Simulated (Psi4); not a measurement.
# Si2NH6 (SMILES [SiH2]N[SiH3]) at UB3LYP/6-31G(d) (Cartesian functions)

Aim: the vertical ionisation energy of Si2NH6 at UB3LYP/6-31G* (Cartesian functions), from 2 runs. 

The results are computed with Psi4 1.11.

### Step 1. Starting point

Si2NH6: 9 atoms, total charge 0, spin state doublet. SMILES: `[SiH2]N[SiH3]`. The shape is that of a PBE0-D4/def2-TZVP optimisation. This is one conformer, not always the lowest.

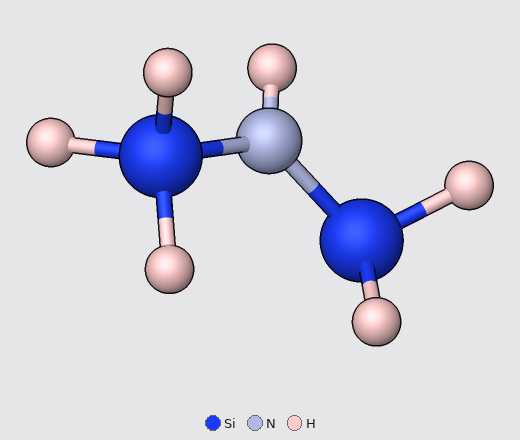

The structure, seen from a chosen angle (silicon blue, nitrogen light blue, hydrogen pink).

### Step 2. Energy and gradient at UB3LYP/6-31G(d) (Cartesian functions)

The input, run.py:

```python
import psi4

psi4.set_memory(2200000000)
psi4.set_num_threads(1)
psi4.core.set_output_file('output.dat', False)

geom = psi4.geometry("""
0 2
Si    -1.200900     0.925300    -0.948400
N      0.196900     0.625800     0.025200
Si     0.611700    -0.820500     0.880200
H     -1.616500    -0.372000    -1.554500
H     -0.842900     1.913400    -2.010900
H      0.764100     1.439300     0.222200
H      1.982600    -1.276500     0.525400
H     -0.378200    -1.853400     0.488500
H      0.571600    -0.627700     2.355400
symmetry c1
no_reorient
no_com
""")

psi4.set_options({
    'basis': '6-31G*',
    'reference': 'uks',
    'puream': False,
    'e_convergence': 1e-09,
    'd_convergence': 1e-08,
    'scf_type': 'pk',
    'dft_radial_points': 99,
    'dft_spherical_points': 590,
    'maxiter': 100,
})

energy_value, wavefunction = psi4.gradient("B3LYP", return_wfn=True)
psi4.oeprop(wavefunction, "QUADRUPOLE", "LOWDIN_CHARGES", "WIBERG_LOWDIN_INDICES")
print('gradient / Eh bohr^-1')
print(energy_value.np.round(6))
print(f'energy = {wavefunction.energy():.10f} Eh')
```

Run with:

```bash
$ python run.py
```

output.dat:

```text
[...]
  Running in c1 symmetry.
[...]
  Nuclear repulsion =  147.533691464414431
[...]
  Multiplicity = 2
[...]
  Nalpha       = 21
  Nbeta        = 20
[...]
    Number of basis functions: 65
[...]
   @UKS iter   1:  -637.05227520948756   -2.40612e-01   1.19575e-02 ADIIS/DIIS
[...]
   @UKS iter  12:  -637.32914164376393   -1.05729e-11   8.59308e-09 DIIS
[...]
   @S^2 Observed:                7.516684310E-01
[...]
  @UKS Final Energy:  -637.32914164376393
   => Energetics <=
    Nuclear Repulsion Energy =            147.5336914644144315
    One-Electron Energy =               -1173.8129747576927002
    Two-Electron Energy =                 430.1004932789332997
    DFT Exchange-Correlation Energy =     -41.1503516294189353
    Empirical Dispersion Energy =           0.0000000000000000
    VV10 Nonlocal Energy =                  0.0000000000000000
    Total Energy =                       -637.3291416437639327
  UHF NO Occupations:
  HONO-2 :   19  A 1.9999048
  HONO-1 :   20  A 1.9993431
[...]
  -Total Gradient:
     Atom            X                  Y                   Z
    ------   -----------------  -----------------  -----------------
       1        0.009625318229    -0.003031789157     0.003521592170
       2       -0.002989992247    -0.001184859333     0.000534444306
       3       -0.002201116873     0.006204196653    -0.003960010729
       4       -0.000089542807     0.000605983170     0.001034693233
       5       -0.000600768632    -0.000349078554     0.001409561058
       6       -0.002732355032    -0.003998137687    -0.001076873599
       7       -0.000638062251     0.000749777097    -0.000315795965
       8       -0.000229099058     0.000421920167    -0.000341079976
       9       -0.000144242571     0.000583506758    -0.000811032385
[...]
 Multipole Moments:
 ------------------------------------------------------------------------------------
     Multipole            Electronic (a.u.)      Nuclear  (a.u.)        Total (a.u.)
 ------------------------------------------------------------------------------------
 L = 1.  Multiply by 2.5417464519 to convert [e a0] to [Debye]
 Dipole X            :         12.4123101          -12.0749720            0.3373381
 Dipole Y            :         -9.3675899            9.5826122            0.2150223
 Dipole Z            :          1.5948400           -1.4216410            0.1731990
 Magnitude           :                                                    0.4359237
 L = 2.  Multiply by 1.3450342976 to convert [e a0^2] to [Debye ang]
 Quadrupole XX       :       -148.5721829          121.4447052          -27.1274777
 Quadrupole XY       :         86.5204048          -85.0666232            1.4537816
[...]
```

Standard output:

```text
gradient / Eh bohr^-1
[[ 9.625e-03 -3.032e-03  3.522e-03]
 [-2.990e-03 -1.185e-03  5.340e-04]
 [-2.201e-03  6.204e-03 -3.960e-03]
 [-9.000e-05  6.060e-04  1.035e-03]
 [-6.010e-04 -3.490e-04  1.410e-03]
 [-2.732e-03 -3.998e-03 -1.077e-03]
 [-6.380e-04  7.500e-04 -3.160e-04]
 [-2.290e-04  4.220e-04 -3.410e-04]
 [-1.440e-04  5.840e-04 -8.110e-04]]
energy = -637.3291416438 Eh
```

Run time: 19 s. Hardware: 1 thread of Intel Xeon 6975P-C (Granite Rapids), shared host; peak memory 1.1 GiB.

### Step 3. The singlet cation: a single-point energy at B3LYP/6-31G(d) (Cartesian functions)

The input, input.json:

```json
{
 "schema_name": "qcschema_input",
 "schema_version": 1,
 "molecule": {
  "schema_name": "qcschema_molecule",
  "schema_version": 2,
  "symbols": ["Si", "N", "Si", "H", "H", "H", "H", "H", "H"],
  "geometry": [-2.2693721, 1.74856358, -1.79221626, 0.37208707, 1.18259061, 0.0476211, 1.15594547, -1.55052029, 1.66333693, -3.05474228, -0.70297812, -2.93757926, -1.59285015, 3.61580197, -3.80005026, 1.44393973, 2.71988281, 0.41989714, 3.74657101, -2.4122354, 0.99286211, -0.71469442, -3.5024184, 0.92313121, 1.08016745, -1.18618109, 4.45106091],
  "molecular_charge": 1,
  "molecular_multiplicity": 1,
  "fix_symmetry": "c1"
 },
 "driver": "energy",
 "model": {
  "method": "b3lyp",
  "basis": "6-31G*"
 },
 "keywords": {
  "puream": false,
  "e_convergence": 1e-09,
  "d_convergence": 1e-08,
  "scf_type": "pk",
  "dft_radial_points": 99,
  "dft_spherical_points": 590
 }
}
```

Run with:

```bash
$ psi4 --qcschema input.json -n 1 --memory 2200MB
```

stdout:

```text
[...]
  Running in c1 symmetry.
[...]
  Nuclear repulsion =  147.533691585617134
[...]
  Multiplicity = 1
[...]
  Nalpha       = 20
  Nbeta        = 20
[...]
    Number of basis functions: 65
[...]
   @RKS iter   1:  -636.79254972621982    1.91136e-02   1.13012e-02 ADIIS/DIIS
[...]
   @RKS iter  12:  -637.05434496620296   -2.72848e-12   5.38287e-09 DIIS
[...]
    Orbital Energies [Eh]
    ---------------------
    Doubly Occupied:
       1A    -66.424422     2A    -66.319269     3A    -14.586476
       4A     -5.570798     5A     -5.471565     6A     -3.932951
       7A     -3.927755     8A     -3.926215     9A     -3.831988
      10A     -3.828714    11A     -3.828370    12A     -1.093752
      13A     -0.779735    14A     -0.752830    15A     -0.662789
      16A     -0.605826    17A     -0.580729    18A     -0.564950
      19A     -0.516469    20A     -0.493256
[...]
  @RKS Final Energy:  -637.05434496620296
   => Energetics <=
    Nuclear Repulsion Energy =            147.5336915856171345
    One-Electron Energy =               -1164.5977102818981166
    Two-Electron Energy =                 420.9027471049111568
    DFT Exchange-Correlation Energy =     -40.8930733748331576
    Empirical Dispersion Energy =           0.0000000000000000
    VV10 Nonlocal Energy =                  0.0000000000000000
    Total Energy =                       -637.0543449662029616
[...]
 Multipole Moments:
 ------------------------------------------------------------------------------------
     Multipole            Electronic (a.u.)      Nuclear  (a.u.)        Total (a.u.)
 ------------------------------------------------------------------------------------
 L = 1.  Multiply by 2.5417464519 to convert [e a0] to [Debye]
 Dipole X            :         -2.2959498            1.4243407           -0.8716091
 Dipole Y            :          2.7247249           -1.5412695            1.1834554
 Dipole Z            :         -0.8173385            0.1368717           -0.6804668
 Magnitude           :                                                    1.6196617
[...]
```

The result, in JSON:

```text
{
 "driver": "energy",
 "model": {
  "method": "b3lyp",
  "basis": "6-31G*"
 },
 "success": true,
 "return_result": -637.054344966203,
 "properties": {
  "calcinfo_nbasis": 65,
  "calcinfo_nmo": 65,
  "calcinfo_nalpha": 20,
  "calcinfo_nbeta": 20,
  "calcinfo_natom": 9,
  "nuclear_repulsion_energy": 147.53369158561713,
  "return_energy": -637.054344966203,
  "scf_one_electron_energy": -1164.5977102818981,
  "scf_two_electron_energy": 420.90274710491116,
  "scf_xc_energy": -40.89307337483316,
  "scf_dipole_moment": [-0.8716091224013487, 1.183455387668854, -0.6804667824938951],
  "scf_total_energy": -637.054344966203,
  "scf_iterations": 12
 }
}
```

It took 9.6 s on 1 thread of Intel Xeon 6975P-C (Granite Rapids), shared host; peak memory 1.1 GiB.

### Step 4. Results

At UB3LYP/6-31G* (Cartesian functions):

| quantity | value |
| --- | --- |
| doublet Si2NH6: total energy | -637.32914 Eh |
| doublet Si2NH6: dipole moment | 1.11 D |
| doublet Si2NH6: HOMO energy (highest over α and β) | -5.05 eV |
| doublet Si2NH6: LUMO energy (lowest over α and β) | -2.15 eV |
| doublet Si2NH6: ⟨S²⟩ | 0.752 |
| doublet Si2NH6: largest force on an atom | 0.550 eV/Å |
| singlet cation: total energy | -637.05434 Eh |
| singlet cation: HOMO energy | -13.42 eV |
| singlet cation: LUMO energy | -9.79 eV |
| singlet cation: HOMO–LUMO gap | 3.63 eV |
| vertical ionisation energy (to the singlet cation) | 7.478 eV |

Removing an electron at fixed nuclei costs 7.48 eV (172 kcal/mol). The largest force (doublet Si2NH6) is 0.55 eV/Å: the shape isn't a stationary point for this species at this level. With no_com the log's rotational constants are taken about the origin, not the centre of mass, so they aren't the molecule's.
